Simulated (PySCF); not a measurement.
## Core-level calculation, with input and output: C4H9FOSi

C4H9FOSi, computed with delta-SCF UKS SCAN, pcX-2 on the ionised atom, pcseg-1 elsewhere, spin-free X2C (PySCF 2.14.0).

It belongs to a series of runs on one base structure; here: constitutional isomer. Figures and captions count atoms from 1; the log counts them from 0 in places.

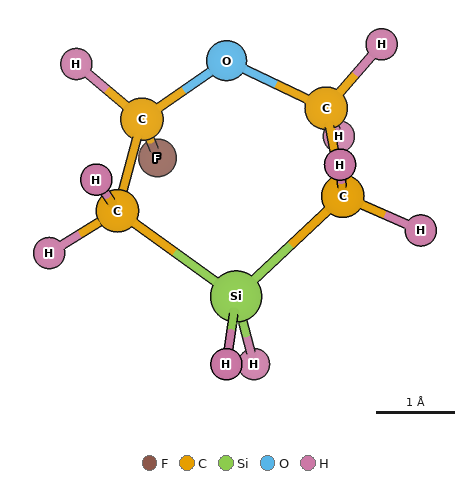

*The structure (ball-and-stick view, seen at a tilt).*

Bond lengths as drawn: C–C 1.52 to 1.53 Å, C–F 1.38 Å, C–H 1.10 Å, C–O 1.38 to 1.42 Å, C–Si 1.89 Å and H–Si 1.49 Å.

**Summary**

```tsv
quantity	value
outcome	converged
hardware	1 CPU thread, shared host
wall time	2.8 min
peak memory	0.6 GiB
```

**The input**
```
{"job": {"kind": "xps"}, "charge": 0, "multiplicity": 1}
F     -0.969378     0.888443    -1.886441
C     -1.063467     1.311939    -0.573370
C     -1.662329     0.175500     0.242436
Si    -0.446495    -1.268590     0.351304
C      1.187015    -0.363886     0.628475
C      1.262881     0.862330    -0.278319
O      0.165136     1.750052    -0.133617
H     -1.711794     2.204050    -0.568948
H     -2.635789    -0.109181    -0.185173
H     -1.844269     0.547029     1.264167
H     -0.792105    -2.178599     1.485899
H     -0.413428    -2.066313    -0.911495
H      1.234263    -0.046300     1.684134
H      2.056426    -1.016226     0.446518
H      2.146670     1.472209    -0.040181
H      1.349756     0.557456    -1.335523
```

The first line tells a small driver script what to run in PySCF; the rest is the geometry in Å.

Launch command:
```bash
OMP_NUM_THREADS=1 python <driver script> task.json out
```

**Output**
```
ground state, core basis on atom 0 (F), 178 functions
  cycle   1  E = -622.88010689  |g| = 8.10e-01
  cycle   2  E = -622.72626460  |g| = 1.25e+00
  cycle   3  E = -623.00012294  |g| = 1.25e-01
  cycle   4  E = -623.00265297  |g| = 4.98e-02
  cycle   5  E = -623.00322399  |g| = 1.16e-02
  cycle   6  E = -623.00325226  |g| = 3.82e-03
  cycle   7  E = -623.00325885  |g| = 1.79e-03
  cycle   8  E = -623.00325824  |g| = 6.07e-04
  cycle   9  E = -623.00325953  |g| = 1.31e-04
  E(ground) = -623.04572366 Eh
hole in F 1s of atom 0
  cycle   1  E = -596.66054735  |g| = 2.58e+00
[... 9 cycles left out ...]
  E(ion) = -597.60769724 Eh   <S^2> = 0.7572   hole on atom = 1.000   binding energy = 692.204 eV
ground state, core basis on atom 1 (C), 178 functions
[... 6 cycles left out ...]
  E(ground) = -623.00516683 Eh
hole in C 1s of atom 1
[... 12 cycles left out ...]
  E(ion) = -612.18823870 Eh   <S^2> = 0.7741   hole on atom = 1.000   binding energy = 294.344 eV
ground state, core basis on atom 2 (C), 178 functions
[... 6 cycles left out ...]
  E(ground) = -623.00035801 Eh
hole in C 1s of atom 2
[... 11 cycles left out ...]
  E(ion) = -612.32946710 Eh   <S^2> = 0.7682   hole on atom = 1.000   binding energy = 290.370 eV
ground state, core basis on atom 3 (Si), 189 functions
[... 6 cycles left out ...]
  E(ground) = -623.05307094 Eh
hole in Si 1s of atom 3
[... 10 cycles left out ...]
  E(ion) = -555.20411669 Eh   <S^2> = 0.7523   hole on atom = 1.000   binding energy = 1846.264 eV
hole in Si 2p of atom 3
[... 9 cycles left out ...]
  E(ion) = -619.13083314 Eh   <S^2> = 0.7521   hole on atom = 1.002   binding energy = 106.730 eV
  2p3/2 = 106.515 eV   2p1/2 = 107.138 eV
ground state, core basis on atom 4 (C), 178 functions
[... 6 cycles left out ...]
  E(ground) = -623.00033159 Eh
hole in C 1s of atom 4
[... 11 cycles left out ...]
  E(ion) = -612.33248253 Eh   <S^2> = 0.7682   hole on atom = 1.000   binding energy = 290.287 eV
ground state, core basis on atom 5 (C), 178 functions
[... 6 cycles left out ...]
  E(ground) = -623.00168584 Eh
hole in C 1s of atom 5
[... 11 cycles left out ...]
  E(ion) = -612.26265704 Eh   <S^2> = 0.7746   hole on atom = 1.000   binding energy = 292.224 eV
ground state, core basis on atom 6 (O), 178 functions
[... 6 cycles left out ...]
  E(ground) = -623.02717965 Eh
hole in O 1s of atom 6
  cycle   1  E = -602.37210642  |g| = 2.23e+00
  cycle   2  E = -601.56807727  |g| = 2.41e+00
  cycle   3  E = -603.07663132  |g| = 5.82e-01
  cycle   4  E = -603.13812164  |g| = 4.07e-01
  cycle   5  E = -603.19247329  |g| = 8.67e-02
  cycle   6  E = -603.19471831  |g| = 2.85e-02
  cycle   7  E = -603.19509794  |g| = 6.03e-03
  cycle   8  E = -603.19511448  |g| = 1.66e-03
  cycle   9  E = -603.19511630  |g| = 6.96e-04
  cycle  10  E = -603.19511715  |g| = 2.99e-04
  E(ion) = -603.23326140 Eh   <S^2> = 0.7623   hole on atom = 1.000   binding energy = 538.620 eV
```

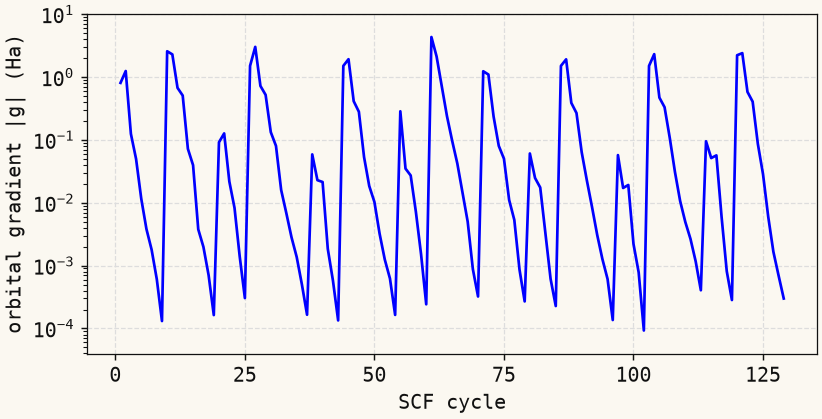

*Convergence of the self-consistent field: orbital gradient |g| against the SCF cycle.*

All cycles printed in the log are drawn one after another.

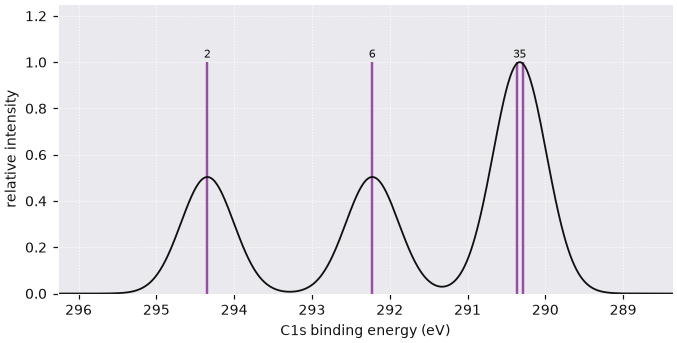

*C1s binding energies by ΔSCF of the atoms computed, labelled by atom number, with a Gaussian envelope of 0.8 eV full width.*

They run from 290.29 eV (atom 5) to 294.34 eV (atom 2).
